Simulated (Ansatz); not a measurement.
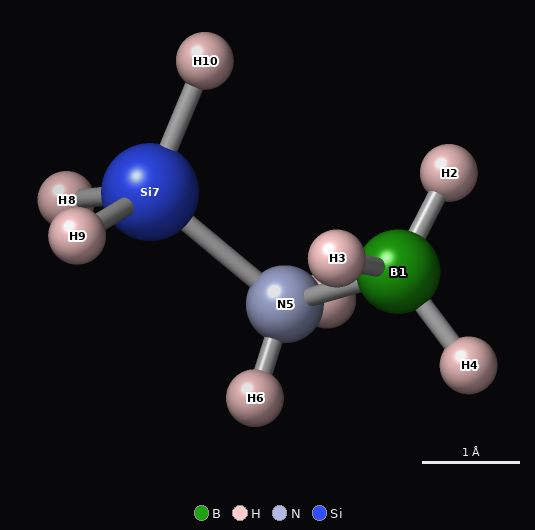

Figure 1. The input geometry (ball-and-stick view, seen at a tilt; atoms are numbered from 1 in the order of the input). Bond lengths as drawn: B–H 1.22 Å, B–N 1.70 Å, H–N 1.03 Å, H–Si 1.48 to 1.50 Å and N–Si 1.83 Å.

# Nudged elastic band, with input and output: BSiNH$_{8}$ (part 1 of 2)

- system: BSiNH$_{8}$
- method: RKS BLYP-D4/6-31G* (Ansatz 0.2.0)

It belongs to a series of runs on one base structure; here: band between the two ends. Figures and captions count atoms from 1; the log counts them from 0 in places.

**Output**
```
Engine: ansatz 0.2.0, x86_64-unknown-linux-gnu
Functional definition: BLYP
  parameter beta = 0.0042
  parameter a = 0.04918
  parameter b = 0.132
  parameter c = 0.2533
  parameter d = 0.349
  exchange = b88_x(beta = beta)
  correlation = lyp_c(a = a, b = b, c = c, d = d)
895 factors; their error is unknown
mean field evaluation 1: about -10165.3517 eV, gradient 5.4e1 eV
mean field evaluation 2: about -10151.4546 eV, gradient 9.2e1 eV
mean field evaluation 4: about -10172.1434 eV, gradient 4.3e0 eV
mean field evaluation 8: about -10172.1342 eV, gradient 3.8e-2 eV
mean field -10172.13419832 eV, -373.8190368682 hartree, gradient 1.2e-5 eV, S^2 0.000000; 0 other end points of the search recorded, 0 dependent functions left out
the calculation of the forces begins
reference -10172.13452642 eV, -373.8190489254 hartree; 17, 17 occupied and 48, 48 virtual orbitals, 895 factors
895 factors; their error is unknown
mean field evaluation 16: about -10164.9918 eV, gradient 6.0e1 eV
mean field evaluation 32: about -10172.4795 eV, gradient 1.0e-5 eV
mean field -10172.47947116 eV, -373.8317254108 hartree, gradient 1.0e-5 eV, S^2 0.000000; 0 other end points of the search recorded, 0 dependent functions left out
[... from here on the field's lines of each further geometry are left out, up to the last ...]
NEB iter   1: max|band force component| = 1.054e1 eV/Å  barrier→ = 4.5794 eV  barrier← = 4.8735 eV  Δτ_max = 0.2000 Å  (182 SCF iters)
NEB iter   2: max|band force component| = 3.897e0 eV/Å  barrier→ = 2.7979 eV  barrier← = 3.0921 eV  Δτ_max = 0.2000 Å  (144 SCF iters)
NEB iter   3: max|band force component| = 1.155e0 eV/Å  barrier→ = 2.0445 eV  barrier← = 2.3386 eV  Δτ_max = 0.1992 Å  (148 SCF iters)
NEB iter   4: max|band force component| = 8.578e-1 eV/Å  barrier→ = 1.8343 eV  barrier← = 2.1284 eV  Δτ_max = 0.1984 Å  (135 SCF iters)
NEB iter   5: max|band force component| = 6.229e-1 eV/Å  barrier→ = 1.8115 eV  barrier← = 2.1057 eV  Δτ_max = 0.1843 Å  (132 SCF iters)
NEB iter   6: max|band force component| = 7.593e-1 eV/Å  barrier→ = 1.7224 eV  barrier← = 2.0165 eV  Δτ_max = 0.0919 Å  (136 SCF iters)
NEB iter   7: max|band force component| = 1.015e0 eV/Å  barrier→ = 1.4726 eV  barrier← = 1.7667 eV  Δτ_max = 0.0462 Å  (135 SCF iters)
NEB iter   8: max|band force component| = 9.626e-1 eV/Å  barrier→ = 1.4487 eV  barrier← = 1.7428 eV  Δτ_max = 0.0914 Å  (138 SCF iters)
NEB iter   9: max|band force component| = 1.051e0 eV/Å  barrier→ = 1.3007 eV  barrier← = 1.5948 eV  Δτ_max = 0.1853 Å  (138 SCF iters)
NEB iter  10: max|band force component| = 3.532e0 eV/Å  barrier→ = 1.0767 eV  barrier← = 1.3708 eV  Δτ_max = 0.0921 Å  (137 SCF iters)
NEB iter  11: max|band force component| = 8.179e-1 eV/Å  barrier→ = 0.7912 eV  barrier← = 1.0853 eV  Δτ_max = 0.1821 Å  (137 SCF iters)
NEB iter  12: max|band force component| = 1.166e0 eV/Å  barrier→ = 0.5556 eV  barrier← = 0.8497 eV  Δτ_max = 0.1888 Å  (134 SCF iters)
NEB iter  13: max|band force component| = 6.957e-1 eV/Å  barrier→ = 0.5677 eV  barrier← = 0.8618 eV  Δτ_max = 0.1084 Å  (133 SCF iters)
NEB iter  14: max|band force component| = 5.188e-1 eV/Å  barrier→ = 0.4948 eV  barrier← = 0.7889 eV  Δτ_max = 0.1834 Å  (133 SCF iters)
NEB iter  15: max|band force component| = 1.617e0 eV/Å  barrier→ = 0.4722 eV  barrier← = 0.7664 eV  CI = image 4  Δτ_max = 0.1717 Å  (133 SCF iters)
NEB iter  16: max|band force component| = 1.492e0 eV/Å  barrier→ = 0.5624 eV  barrier← = 0.8565 eV  CI = image 4  Δτ_max = 0.2000 Å  (134 SCF iters)
NEB iter  17: max|band force component| = 1.371e0 eV/Å  barrier→ = 0.7182 eV  barrier← = 1.0123 eV  CI = image 4  Δτ_max = 0.2000 Å  (133 SCF iters)
NEB iter  18: max|band force component| = 1.867e0 eV/Å  barrier→ = 0.9060 eV  barrier← = 1.2001 eV  CI = image 4  Δτ_max = 0.2000 Å  (136 SCF iters)
NEB iter  19: max|band force component| = 2.338e0 eV/Å  barrier→ = 1.2117 eV  barrier← = 1.5058 eV  CI = image 4  Δτ_max = 0.1983 Å  (134 SCF iters)
NEB iter  20: max|band force component| = 2.653e0 eV/Å  barrier→ = 1.5445 eV  barrier← = 1.8386 eV  CI = image 4  Δτ_max = 0.1993 Å  (133 SCF iters)
NEB iter  21: max|band force component| = 2.373e0 eV/Å  barrier→ = 1.6406 eV  barrier← = 1.9348 eV  CI = image 4  Δτ_max = 0.1986 Å  (131 SCF iters)
NEB iter  22: max|band force component| = 1.822e0 eV/Å  barrier→ = 1.4664 eV  barrier← = 1.7605 eV  CI = image 4  Δτ_max = 0.1996 Å  (133 SCF iters)
NEB iter  23: max|band force component| = 1.005e0 eV/Å  barrier→ = 1.4131 eV  barrier← = 1.7073 eV  CI = image 4  Δτ_max = 0.2000 Å  (131 SCF iters)
NEB iter  24: max|band force component| = 1.113e0 eV/Å  barrier→ = 1.6082 eV  barrier← = 1.9023 eV  CI = image 4  Δτ_max = 0.1012 Å  (137 SCF iters)
NEB iter  25: max|band force component| = 1.137e0 eV/Å  barrier→ = 1.6021 eV  barrier← = 1.8962 eV  CI = image 4  Δτ_max = 0.1004 Å  (135 SCF iters)
NEB iter  26: max|band force component| = 6.800e-1 eV/Å  barrier→ = 1.4973 eV  barrier← = 1.7914 eV  CI = image 4  Δτ_max = 0.2000 Å  (137 SCF iters)
NEB iter  27: max|band force component| = 1.623e0 eV/Å  barrier→ = 1.4667 eV  barrier← = 1.7608 eV  CI = image 4  Δτ_max = 0.1000 Å  (134 SCF iters)
NEB iter  28: max|band force component| = 1.478e0 eV/Å  barrier→ = 1.4508 eV  barrier← = 1.7450 eV  CI = image 4  Δτ_max = 0.1897 Å  (136 SCF iters)
NEB iter  29: max|band force component| = 1.810e0 eV/Å  barrier→ = 1.4412 eV  barrier← = 1.7353 eV  CI = image 4  Δτ_max = 0.1255 Å  (134 SCF iters)
NEB iter  30: max|band force component| = 1.816e0 eV/Å  barrier→ = 1.4343 eV  barrier← = 1.7284 eV  CI = image 4  Δτ_max = 0.1931 Å  (134 SCF iters)
NEB iter  31: max|band force component| = 1.354e0 eV/Å  barrier→ = 1.4285 eV  barrier← = 1.7226 eV  CI = image 4  Δτ_max = 0.1903 Å  (131 SCF iters)
NEB iter  32: max|band force component| = 5.778e-1 eV/Å  barrier→ = 1.4286 eV  barrier← = 1.7227 eV  CI = image 4  Δτ_max = 0.1258 Å  (135 SCF iters)
NEB iter  33: max|band force component| = 3.306e-1 eV/Å  barrier→ = 1.4278 eV  barrier← = 1.7219 eV  CI = image 4  Δτ_max = 0.1143 Å  (135 SCF iters)
NEB iter  34: max|band force component| = 3.324e-1 eV/Å  barrier→ = 1.4271 eV  barrier← = 1.7212 eV  CI = image 4  Δτ_max = 0.0576 Å  (135 SCF iters)
NEB iter  35: max|band force component| = 1.193e-1 eV/Å  barrier→ = 1.4269 eV  barrier← = 1.7210 eV  CI = image 4  Δτ_max = 0.0614 Å  (130 SCF iters)
NEB iter  36: max|band force component| = 6.313e-2 eV/Å  barrier→ = 1.4269 eV  barrier← = 1.7210 eV  CI = image 4  Δτ_max = 0.0534 Å  (124 SCF iters)
the calculation of the forces begins
reference -10172.45007625 eV, -373.8306451680 hartree; 17, 17 occupied and 48, 48 virtual orbitals, 895 factors
895 factors; their error is unknown
mean field -10170.71838509 eV, -373.7670066916 hartree, gradient 9.8e-6 eV, S^2 0.000000; 1 other end points of the search recorded, 0 dependent functions left out
the calculation of the forces begins
reference -10170.71871503 eV, -373.7670188168 hartree; 17, 17 occupied and 48, 48 virtual orbitals, 895 factors
NEB iter  37: max|band force component| = 3.990e-2 eV/Å  barrier→ = 1.4268 eV  barrier← = 1.7209 eV  CI = image 4  Δτ_max = 0.0000 Å  (242 SCF iters)
```

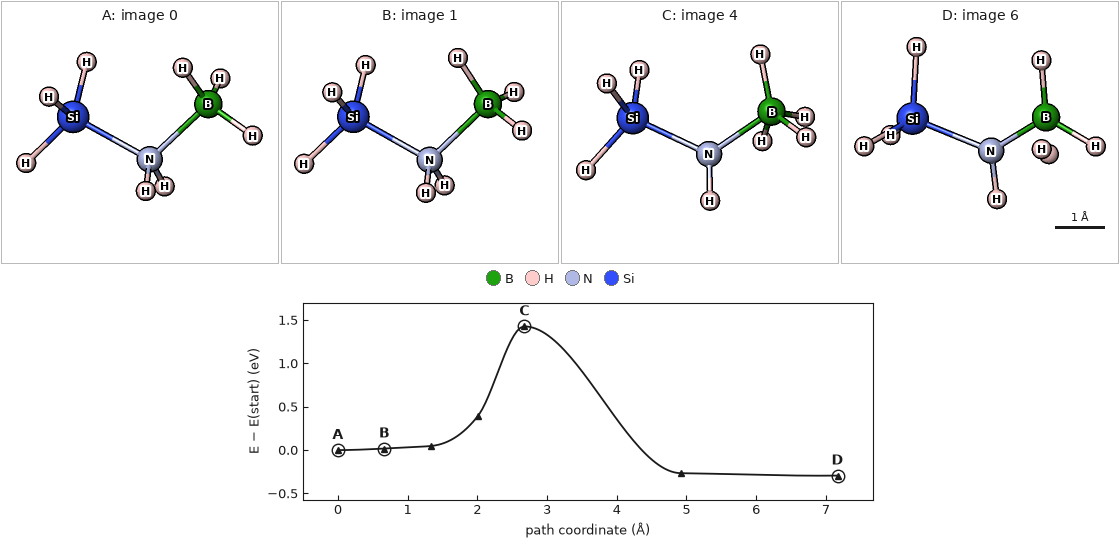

Figure 2. Images of the last band (counted from 0; ball-and-stick, seen at a tilt) above the energy along the path; the line is a cubic interpolation that uses the forces. The highest image is number 4, 1.427 eV above the start and 1.721 eV above the end (the climbing image); the end lies 0.294 eV below the start. The path is 7.17 Å long. The band converged in 37 iterations.

```
Total energy: -10171.11686272 eV, -373.7816504742 hartree
Atom 0 at     0.082071    -0.190754     0.280269 Å, force    -0.007192    -0.002568     0.003582 eV/Å
Atom 1 at    -0.990799     0.292403     0.980686 Å, force     0.001713    -0.002204    -0.001202 eV/Å
Atom 2 at     1.002513     0.441156     0.727575 Å, force     0.000247    -0.000808     0.000830 eV/Å
Atom 3 at    -0.245691    -0.064074    -0.868485 Å, force     0.001598     0.000161    -0.000825 eV/Å
Atom 4 at     0.029971    -1.711136     0.819750 Å, force     0.009221    -0.001311     0.000351 eV/Å
Atom 5 at    -0.420197    -2.365950     0.176575 Å, force    -0.002337     0.000683     0.001532 eV/Å
Atom 6 at     1.248397    -2.343492     1.925629 Å, force    -0.000741     0.003047    -0.003326 eV/Å
Atom 7 at     0.900468    -3.763540     2.248538 Å, force    -0.000501     0.000264    -0.000090 eV/Å
Atom 8 at     2.634091    -2.300574     1.356733 Å, force     0.000085    -0.001188    -0.000799 eV/Å
Atom 9 at     1.228988    -1.520203     3.172338 Å, force    -0.000965    -0.000528     0.001529 eV/Å
Atom 10 at    -0.844312    -0.688835     1.187393 Å, force    -0.001128     0.004453    -0.001582 eV/Å
Dipole moment:    -0.210631    -0.300550     0.069646 e Å
this run last wrote the band of iteration 37 to [file]
```

**The last band as extended XYZ (Å, eV, eV/Å)**
```
11
Properties=species:S:1:pos:R:3:forces:R:3 image=0 energy=-10172.54337
B    -0.0009   -0.0804    0.3691   -0.0015  -0.0126  -0.0075
H    -0.4793    0.4841    1.3338   -0.0019   0.0044   0.0051
H     1.1930    0.1297    0.2222    0.0039   0.0003   0.0006
H    -0.6437    0.0377   -0.6570    0.0043  -0.0028   0.0095
N    -0.0932   -1.7328    0.7639   -0.0026   0.0021  -0.0077
H     0.0557   -2.2791   -0.0963    0.0008   0.0015   0.0050
Si    1.1778   -2.1232    2.0195   -0.0190  -0.0050  -0.0027
H     0.8886   -3.4763    2.5965    0.0016   0.0089  -0.0034
H     2.4781   -2.1452    1.3034    0.0095   0.0012  -0.0053
H     1.0994   -1.0845    3.0742    0.0004   0.0023   0.0047
H    -1.0501   -1.9450    1.0778    0.0045  -0.0002   0.0016
11
Properties=species:S:1:pos:R:3:forces:R:3 image=1 energy=-10172.52531
B     0.0100   -0.0837    0.3623    0.0026  -0.0083   0.0037
H    -0.7215    0.5169    1.1239    0.0112  -0.0021   0.0187
H     1.1932    0.1732    0.5319    0.0059  -0.0110  -0.0102
H    -0.3213   -0.0456   -0.8057   -0.0187   0.0056   0.0033
N    -0.1509   -1.7242    0.8229    0.0214   0.0235   0.0010
H    -0.1142   -2.3115   -0.0203    0.0147  -0.0054  -0.0195
Si    1.2060   -2.1289    1.9768    0.0156  -0.0040  -0.0067
H     0.9740   -3.5046    2.5292   -0.0048   0.0093   0.0079
H     2.4604   -2.1146    1.1820   -0.0163  -0.0023   0.0107
H     1.1725   -1.1286    3.0713   -0.0034   0.0101  -0.0036
H    -1.0827   -1.8634    1.2327   -0.0280  -0.0154  -0.0055
11
Properties=species:S:1:pos:R:3:forces:R:3 image=2 energy=-10172.49566
B     0.0515   -0.0452    0.3412    0.0066  -0.0005   0.0117
H    -0.8420    0.5801    0.8776    0.0193   0.0246   0.0000
H     1.1633    0.2775    0.7292    0.0179  -0.0270   0.0122
H    -0.0357   -0.1162   -0.8685    0.0241  -0.0035   0.0097
N    -0.1822   -1.6582    0.8956   -0.0258  -0.0004   0.0071
H    -0.3356   -2.2738    0.0868    0.0117   0.0091  -0.0150
Si    1.2154   -2.2136    1.9311   -0.0036   0.0183  -0.0048
H     0.9659   -3.6360    2.3384    0.0050   0.0146   0.0121
H     2.4549   -2.1357    1.1191   -0.0229   0.0152  -0.0308
H     1.2316   -1.3389    3.1303    0.0022   0.0218  -0.0107
H    -1.0617   -1.6549    1.4260   -0.0344  -0.0722   0.0085
```
